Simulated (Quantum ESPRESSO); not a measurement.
# Ba2Fe2Se2OF2: parallel and opposed starts, part 2 of 2

A self-consistent run ends on one state, which hangs on the start. Several orders of Ba2Fe2Se2OF2 are started in Quantum ESPRESSO and their energies compared.

Quantum ESPRESSO 7.5; LDA; plane waves with GBRV 1.5 LDA potentials, no spin-orbit coupling.

So far: The structure; Run 1 (ferro ++).

**3. Start 2: antiferro +−**

The input, pw.in:

```
&CONTROL
  calculation = 'scf'
  prefix = 'pwscf'
  outdir = './tmp'
  pseudo_dir = './pseudo'
  disk_io = 'nowf'
/
&SYSTEM
  ibrav = 0
  celldm(1) = 8
  nat = 9
  ntyp = 6
  ecutwfc = 40
  ecutrho = 280
  nbnd = 55
  occupations = 'smearing'
  smearing = 'fd'
  degauss = 0.00367493
  nspin = 2
  starting_magnetization(1) = 0
  starting_magnetization(2) = 0.25
  starting_magnetization(3) = -0.25
  starting_magnetization(4) = 0
  starting_magnetization(5) = 0
  starting_magnetization(6) = 0
/
&ELECTRONS
  conv_thr = 1.8d-08
  electron_maxstep = 150
  mixing_beta = 0.3
/
ATOMIC_SPECIES
Ba    137.3270 ba_lda_v1.uspp.F.UPF
Fe1    55.8450 fe_lda_v1.5.uspp.F.UPF
Fe2    55.8450 fe_lda_v1.5.uspp.F.UPF
Se     78.9710 se_lda_v1.uspp.F.UPF
O      15.9990 o_lda_v1.2.uspp.F.UPF
F      18.9984 f_lda_v1.4.uspp.F.UPF
CELL_PARAMETERS alat
  -0.4954153251472    0.4954153251472    2.3057020878090
   0.4954153251472   -0.4954153251472    2.3057020878090
   0.4954153251472    0.4954153251472   -2.3057020878090
ATOMIC_POSITIONS crystal
Ba      0.6694250000    0.6694250000    0.0000000000
Ba      0.3305750000    0.3305750000    0.0000000000
Fe1     0.0000000000    0.5000000000    0.5000000000
Fe2     0.5000000000    0.0000000000    0.5000000000
Se      0.0898200000    0.0898200000    0.0000000000
Se      0.9101800000    0.9101800000    0.0000000000
O       0.5000000000    0.5000000000    0.0000000000
F       0.2500000000    0.7500000000    0.5000000000
F       0.7500000000    0.2500000000    0.5000000000
K_POINTS automatic
6 6 6 0 0 0
```

Run with:

```bash
$ OMP_NUM_THREADS=1 mpirun -n 4 pw.x -nk 4 -in pw.in > pw.out
```

What it wrote:

```text
[banner, memory and clock lines left out]
Program PWSCF v.7.5 starts

     Message from routine setup:
     using ibrav=0 with symmetry is DISCOURAGED, use correct ibrav instead

     bravais-lattice index     =            0
     lattice parameter (alat)  =       8.0000  a.u.
     unit-cell volume          =    1158.9695 (a.u.)^3
     number of atoms/cell      =            9
     number of atomic types    =            6
     number of electrons       =        84.00
     number of Kohn-Sham states=           55
     kinetic-energy cutoff     =      40.0000  Ry
     charge density cutoff     =     280.0000  Ry
     scf convergence threshold =      1.8E-08
     mixing beta               =       0.3000
     number of iterations used =            8  plain     mixing
     Exchange-correlation=  SLA  PZ   NOGX NOGC
                           (   1   1   0   0   0   0   0)

     celldm(1)=   8.000000  celldm(2)=   0.000000  celldm(3)=   0.000000
     celldm(4)=   0.000000  celldm(5)=   0.000000  celldm(6)=   0.000000

     crystal axes: (cart. coord. in units of alat)
               a(1) = (  -0.495415   0.495415   2.305702 )
               a(2) = (   0.495415  -0.495415   2.305702 )
               a(3) = (   0.495415   0.495415  -2.305702 )

     reciprocal axes: (cart. coord. in units 2 pi/alat)
               b(1) = (  0.000000  1.009254  0.216854 )
               b(2) = (  1.009254  0.000000  0.216854 )
               b(3) = (  1.009254  1.009254  0.000000 )

     PseudoPot. # 1 for Ba read from file:
     ba_lda_v1.uspp.F.UPF
     Pseudo is Ultrasoft + core correction, Zval = 10.0

     PseudoPot. # 2 for Fe read from file:
     fe_lda_v1.5.uspp.F.UPF
     Pseudo is Ultrasoft + core correction, Zval = 16.0

     PseudoPot. # 3 for Fe read from file:
     fe_lda_v1.5.uspp.F.UPF
     Pseudo is Ultrasoft + core correction, Zval = 16.0

     PseudoPot. # 4 for Se read from file:
     se_lda_v1.uspp.F.UPF
     Pseudo is Ultrasoft + core correction, Zval =  6.0

     PseudoPot. # 5 for O  read from file:
     o_lda_v1.2.uspp.F.UPF
     Pseudo is Ultrasoft + core correction, Zval =  6.0

     PseudoPot. # 6 for F  read from file:
     f_lda_v1.4.uspp.F.UPF
     Pseudo is Ultrasoft, Zval =  7.0

     atomic species   valence    mass     pseudopotential
     Ba               10.00   137.32700     Ba( 1.00)
     Fe1              16.00    55.84500     Fe( 1.00)
     Fe2              16.00    55.84500     Fe( 1.00)
     Se                6.00    78.97100     Se( 1.00)
     O                 6.00    15.99900     O ( 1.00)
     F                 7.00    18.99840     F ( 1.00)

     Starting magnetic structure
     atomic species   magnetization
     Ba              0.000
     Fe1             0.250
     Fe2            -0.250
     Se              0.000
     O               0.000
     F               0.000

      8 Sym. Ops., with inversion, found

   Cartesian axes

     site n.     atom                  positions (alat units)
         1        Ba     tau(   1) = (  -0.0000000   0.0000000   3.0869892  )
         2        Ba     tau(   2) = (   0.0000000  -0.0000000   1.5244149  )
         3        Fe1    tau(   3) = (   0.4954153   0.0000000   0.0000000  )
         4        Fe2    tau(   4) = (   0.0000000   0.4954153   0.0000000  )
         5        Se     tau(   5) = (  -0.0000000   0.0000000   0.4141963  )
         6        Se     tau(   6) = (  -0.0000000   0.0000000   4.1972079  )
         7        O      tau(   7) = (   0.0000000   0.0000000   2.3057021  )
         8        F      tau(   8) = (   0.4954153   0.0000000   1.1528510  )
         9        F      tau(   9) = (   0.0000000   0.4954153   1.1528510  )

     number of k points=    46  Fermi-Dirac smearing, width (Ry)=  0.0037
                       cart. coord. in units 2pi/alat
        k(    1) = (   0.0000000   0.0000000   0.0000000), wk =   0.0046296
        k(    2) = (   0.1682090   0.1682090   0.0000000), wk =   0.0185185
        k(    3) = (   0.3364181   0.3364181   0.0000000), wk =   0.0185185
        k(    4) = (  -0.5046271  -0.5046271   0.0000000), wk =   0.0092593
        k(    5) = (   0.1682090   0.0000000   0.0361423), wk =   0.0185185
        [... 41 further k-points ...]

     Dense  grid:    91755 G-vectors     FFT dimensions: ( 108, 108, 108)

     Smooth grid:    39539 G-vectors     FFT dimensions: (  80,  80,  80)

     Check: negative core charge=   -0.000013
     Generating pointlists ...
     new r_m :   0.2554 (alat units)  2.0436 (a.u.) for type    1
     new r_m :   0.2044 (alat units)  1.6349 (a.u.) for type    2
     new r_m :   0.2044 (alat units)  1.6349 (a.u.) for type    3
     new r_m :   0.2664 (alat units)  2.1310 (a.u.) for type    4
     new r_m :   0.2044 (alat units)  1.6349 (a.u.) for type    5
     new r_m :   0.2554 (alat units)  2.0436 (a.u.) for type    6

     Initial potential from superposition of free atoms

     starting charge      81.9744, renormalised to      84.0000

     negative rho (up, down):  1.004E-01 1.004E-01
     Starting wfcs are   72 randomized atomic wfcs

     Self-consistent Calculation

     iteration #  1     ecut=    40.00 Ry     beta= 0.30
     Davidson diagonalization with overlap
     ethr =  1.00E-02,  avg # of iterations =  4.6

     negative rho (up, down):  9.611E-02 9.611E-02

     total energy              =    -817.94076005 Ry
     estimated scf accuracy    <      88.42366196 Ry

     total magnetization       =     0.00 Bohr mag/cell
     absolute magnetization    =     0.76 Bohr mag/cell

     iteration #  2     ecut=    40.00 Ry     beta= 0.30
     Davidson diagonalization with overlap
     ethr =  1.00E-02,  avg # of iterations =  7.8

     negative rho (up, down):  7.130E-02 7.115E-02

     total energy              =    -832.00794163 Ry
     estimated scf accuracy    <     619.33840234 Ry

     total magnetization       =    -0.03 Bohr mag/cell
     absolute magnetization    =     0.19 Bohr mag/cell

     [... further iterations left out ...]

     iteration # 19     ecut=    40.00 Ry     beta= 0.30
     Davidson diagonalization with overlap
     ethr =  2.85E-11,  avg # of iterations =  4.0

     negative rho (up, down):  9.039E-02 9.039E-02

     total energy              =    -857.89334824 Ry
     estimated scf accuracy    <       0.00000004 Ry

     total magnetization       =    -0.00 Bohr mag/cell
     absolute magnetization    =     6.85 Bohr mag/cell

     iteration # 20     ecut=    40.00 Ry     beta= 0.30
     Davidson diagonalization with overlap
     ethr =  2.85E-11,  avg # of iterations =  1.0

     negative rho (up, down):  9.039E-02 9.039E-02

     Magnetic moment per site  (integrated on atomic sphere of radius R)
     atom   1 (R=0.255)  charge=  6.2463  magn= -0.0000
     atom   2 (R=0.255)  charge=  6.2463  magn= -0.0000
     atom   3 (R=0.204)  charge= 13.4225  magn=  3.0343
     atom   4 (R=0.204)  charge= 13.4224  magn= -3.0344
     atom   5 (R=0.266)  charge=  4.3715  magn=  0.0000
     atom   6 (R=0.266)  charge=  4.3715  magn=  0.0000
     atom   7 (R=0.204)  charge=  5.5951  magn=  0.0000
     atom   8 (R=0.255)  charge=  7.3505  magn= -0.0000
     atom   9 (R=0.255)  charge=  7.3505  magn= -0.0000

     End of self-consistent calculation

     [... lines left out ...]
     the Fermi energy is     9.4378 ev

!    total energy              =    -857.89334823 Ry
     estimated scf accuracy    <          7.0E-09 Ry
     smearing contrib. (-TS)   =      -0.00564221 Ry
     internal energy E=F+TS    =    -857.88770603 Ry

     The total energy is F=E-TS. E is the sum of the following terms:
     one-electron contribution =    -582.71267810 Ry
     hartree contribution      =     330.83590537 Ry
     xc contribution           =    -197.44757968 Ry
     ewald contribution        =    -408.56335361 Ry

     total magnetization       =    -0.00 Bohr mag/cell
     absolute magnetization    =     6.85 Bohr mag/cell

     convergence has been achieved in  20 iterations
```

It took 18 min on 4 MPI ranks of Arm Neoverse V1, shared host; peak memory 1.9 GiB.

Spin moment in the atom's sphere by atom:

```csv
atom,spin moment in the atom's sphere (μB)
Ba1,0.00
Ba2,0.00
Fe3,3.03
Fe4,-3.03
Se5,0.00
Se6,0.00
O7,0.00
F8,0.00
F9,0.00
```

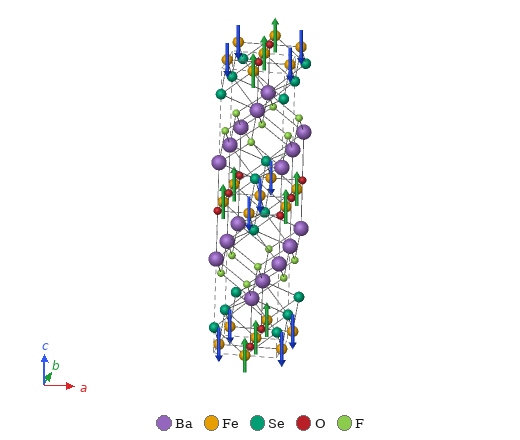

Spin moment in the atom's sphere as arrows, the longest 3.03 μB. Up and down stand for the sign. Arrows give size and sign along the axis of quantisation, drawn up and down the page. The two directions have two colours. 1×2×1 conventional cells are drawn. Some periodic images of atoms are drawn too.

Read from the output:

| Quantity | Value |
| --- | --- |
| smearing term TS | 0.07677 eV |
| magnetization | 0 μB |
| absolute magnetization | 6.849 μB |
| final state | antiferromagnetic |

**4. The states side by side**

An order is kept where moments of 0.15 μB or more survive with the typed signs; meshes match where a doubled cell samples the same k points as the first cell.

Orders:

```csv
start,final state,typed order kept,energy over the lowest (meV a seeded atom),largest site moment (μB),net moment (μB a cell of the first run),mesh matched,CPU time (s)
ferro ++,ferromagnetic,yes,0,3.224,7.984,yes,2577
antiferro +-,antiferromagnetic,yes,98.48,3.034,0,yes,4412
```

**5. Results**

| Item | Value |
| --- | --- |
| lowest state found | ferromagnetic (from ferro ++) |
| largest site moment | 3.22 μB |
| next state with moments | antiferromagnetic, 98.5 meV a seeded atom higher |

This is the lowest of 2 collinear or spinless starts, no proof of the ground state. No Hubbard term acts here. In such compounds local and semilocal functionals without one often delocalise the d electrons, and can shrink or lose moments and miss the size, sign and order of the couplings. The smearing term is large for its width, so states at the Fermi level are partly filled: at this level the cell is a metal or has a gap of a few widths at most.

[Logs and program files are shortened in this print: banners, set-up blocks, solver, clock and traceback lines can be left out without a mark of their own.]

[Logs are printed without paths, hosts, clocks, repeated set-up lines and the standing remarks that a program may print on its own settings, such as how far it seeks lower states.]

[Hosts, paths, dates, database ids (printed as entryN), source tags and the programs' standing remarks are cut or masked in the printed files.]

[Where a cell is said to come from a database of computed structures, the database is the Materials Project.]
